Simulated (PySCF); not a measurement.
# One shape, several levels: GaNH3 (SMILES [NH2][GaH])

Wanted: a comparison of 3 runs (TDA-SVWN5/cc-pVDZ, TDA-SVWN5/aug-cc-pVDZ, TDA-SVWN5/cc-pVTZ) of GaNH3. The job is set up through a Python script.

The calculation is run with PySCF 2.14.0.

## (1) The molecule

The species is GaNH3 (5 atoms), meant as a doublet with charge 0. As SMILES, `[NH2][GaH]`. The coordinates come from a PBE0-D4/def2-TZVP relaxation. This is one conformer, not always the lowest.

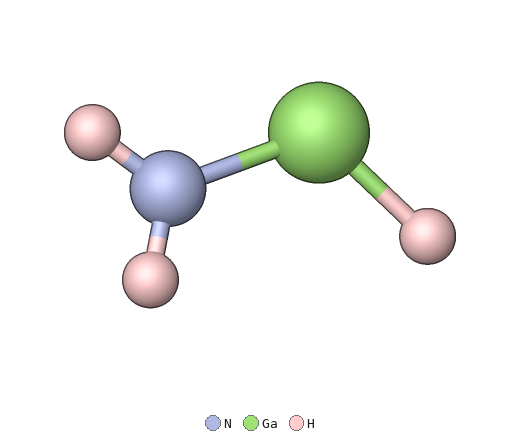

Viewed from a chosen angle; nitrogen light blue, gallium green, hydrogen pink.

## (2) The vertical excitations at TDA-SVWN5/cc-pVDZ (run 1)

input.py

```python
# [NH2][GaH]
from pyscf import gto, dft, tdscf

molecule = gto.M(
    atom=[
    ('N', (-0.211900, -0.684000, 0.064700)),
    ('Ga', (0.815500, 0.782900, 0.417000)),
    ('H', (-0.946800, -0.701300, -0.625100)),
    ('H', (-0.115200, -1.569300, 0.532000)),
    ('H', (0.508200, 2.097900, -0.430100)),
],
    verbose=3,
    max_memory=1860,
    spin=1,
    basis='cc-pvdz',
)

calc0 = dft.UKS(molecule, xc='svwn')
calc0.conv_tol = 1e-10
calc0.grids.level = 4
calc0.kernel()
if not calc0.converged:
    calc0 = calc0.newton().run(calc0.mo_coeff, calc0.mo_occ)

e_tot = calc0.e_tot
print(f'total energy: {e_tot:.8f} hartree')

td = calc0.TDA()
td.nstates = 3
td.kernel()
td.analyze()
roots = td.e * 27.211386
osc = td.oscillator_strength()
print('state   eV      nm      f')
for i, (w, f) in enumerate(zip(roots, osc), 1):
    print('%3d %9.4f %8.1f %9.5f' % (i, w, 1239.842 / w, f))
```

The run is started by

```sh
$ OMP_NUM_THREADS=1 python input.py
```

The log of the run:

```text
converged SCF energy = -1977.85273299186  <S^2> = 0.75183382  2S+1 = 2.001833
total energy: -1977.85273299 hartree
Excitation energies (eV)
[2.56172989 2.99816628 4.12656   ]

** Excitation energies and oscillator strengths **
state   eV      nm      f
  1    2.5617    484.0   0.00000
  2    2.9982    413.5   0.02960
  3    4.1266    300.5   0.00078
```

Run time: 32 s. Hardware: 1 thread of Arm Neoverse V2, shared host; peak memory 0.22 GiB.

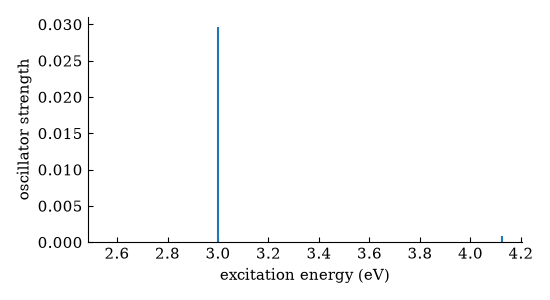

Vertical excitations as sticks.

The roots found:

```tsv
excited state	energy (eV)	strength
1	2.562	0.0000
2	2.998	0.0296
3	4.127	0.0008
```

## (3) The vertical excitations at TDA-SVWN5/aug-cc-pVDZ (run 2)

input.py

```python
from pyscf import gto, dft, tdscf

mol = gto.M(
    atom='''
N   -0.211900  -0.684000   0.064700
Ga   0.815500   0.782900   0.417000
H   -0.946800  -0.701300  -0.625100
H   -0.115200  -1.569300   0.532000
H    0.508200   2.097900  -0.430100
''',
    max_memory=1860,
    basis='aug-cc-pvdz',
    spin=1,
    verbose=3,
)

calc0 = dft.UKS(mol)
calc0.xc = 'svwn'
calc0.conv_tol = 1e-10
calc0.grids.level = 4
calc0.kernel()
if not calc0.converged:
    calc0 = calc0.newton().run(calc0.mo_coeff, calc0.mo_occ)

etot = calc0.e_tot
print(f'total energy: {etot:.8f} hartree')

td = tdscf.TDA(calc0)
td.nstates = 3
td.kernel()
td.analyze()
roots = td.e * 27.211386
osc = td.oscillator_strength()
print('state   eV      nm      f')
for i, (w, f) in enumerate(zip(roots, osc), 1):
    print('%3d %9.4f %8.1f %9.5f' % (i, w, 1239.842 / w, f))
```

The run is started by

```sh
$ OMP_NUM_THREADS=1 python input.py
```

The log of the run:

```text
converged SCF energy = -1977.86452937333  <S^2> = 0.75178228  2S+1 = 2.0017815
total energy: -1977.86452937 hartree
Excitation energies (eV)
[2.63299207 2.90975268 3.87695668]

** Excitation energies and oscillator strengths **
state   eV      nm      f
  1    2.6330    470.9   0.00117
  2    2.9098    426.1   0.02669
  3    3.8770    319.8   0.03034
```

It took 78 s on 1 thread of Arm Neoverse V2, shared host; peak memory 0.3 GiB.

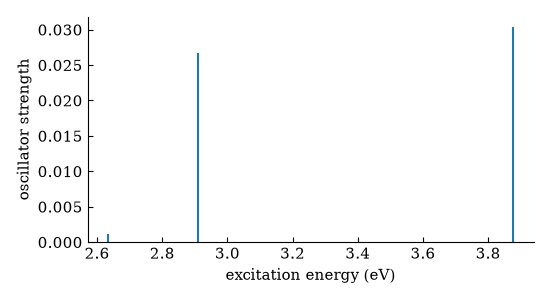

Vertical excitations as sticks.

The roots found:

```tsv
excited state	energy (eV)	strength
1	2.633	0.0012
2	2.910	0.0267
3	3.877	0.0303
```

## (4) The vertical excitations at TDA-SVWN5/cc-pVTZ (run 3)

mol.xyz

```xyz
5

N     -0.211900    -0.684000     0.064700
Ga     0.815500     0.782900     0.417000
H     -0.946800    -0.701300    -0.625100
H     -0.115200    -1.569300     0.532000
H      0.508200     2.097900    -0.430100
```

calc.py

```python
# [NH2][GaH]
from pyscf import gto, dft, tdscf

system = gto.M(
    atom='mol.xyz',
    max_memory=1860,
    charge=0,
    verbose=3,
    spin=1,
    basis='cc-pvtz',
)

ks = dft.UKS(system, xc='svwn')
ks.conv_tol = 1e-10
ks.grids.level = 4
ks.kernel()
if not ks.converged:
    ks = ks.newton().run(ks.mo_coeff, ks.mo_occ)

etot = ks.e_tot
print('E = %.10f Eh' % etot)

td = ks.TDA()
td.nstates = 3
td.kernel()
td.analyze()
roots = td.e * 27.211386
osc = td.oscillator_strength()
print('state   eV      nm      f')
for i, (w, f) in enumerate(zip(roots, osc), 1):
    print('%3d %9.4f %8.1f %9.5f' % (i, w, 1239.842 / w, f))
```

The run is started by

```sh
$ OMP_NUM_THREADS=1 python calc.py
```

The log of the run:

```text
converged SCF energy = -1977.95164835119  <S^2> = 0.75185425  2S+1 = 2.0018534
E = -1977.9516483512 Eh
Excitation energies (eV)
[2.62056007 2.94048442 4.19702621]

** Excitation energies and oscillator strengths **
state   eV      nm      f
  1    2.6206    473.1   0.00042
  2    2.9405    421.6   0.02811
  3    4.1970    295.4   0.00066
```

It took 2.7 min on 1 thread of Arm Neoverse V2, shared host; peak memory 0.45 GiB.

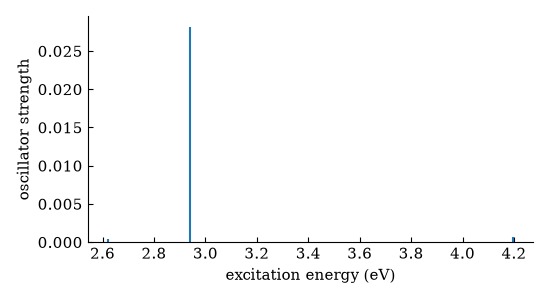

Vertical excitations as sticks.

The roots found:

```tsv
excited state	energy (eV)	strength
1	2.621	0.0004
2	2.940	0.0281
3	4.197	0.0007
```

## (5) The series

```tsv
run	level	energy (Eh)	dipole moment (D) of the reference	HOMO energy (eV)	LUMO energy (eV)	wall time
1	TDA-SVWN5/cc-pVDZ	-1977.852733	1.51	-4.48	-3.43	32 s
2	TDA-SVWN5/aug-cc-pVDZ	-1977.864529	0.98	-4.65	-3.60	78 s
3	TDA-SVWN5/cc-pVTZ	-1977.951648	1.22	-4.58	-3.53	2.7 min
```

## (6) Outcome

```
                                                            quantity           value
                            run 3: ground-state or mean-field energy  -1977.95165 Eh
                      run 3: dipole moment (SVWN5 Kohn–Sham density)          1.22 D
run 3: HOMO energy (SVWN5 Kohn–Sham orbitals) (highest over α and β)        -4.58 eV
 run 3: LUMO energy (SVWN5 Kohn–Sham orbitals) (lowest over α and β)        -3.53 eV
                            run 3: ⟨S²⟩ of the reference determinant           0.752
                                     run 3: lowest excitation energy         2.62 eV
```

In words: Over the runs the total energy spans 2.692 eV. All runs together took 4.6 min, the longest 2.7 min.
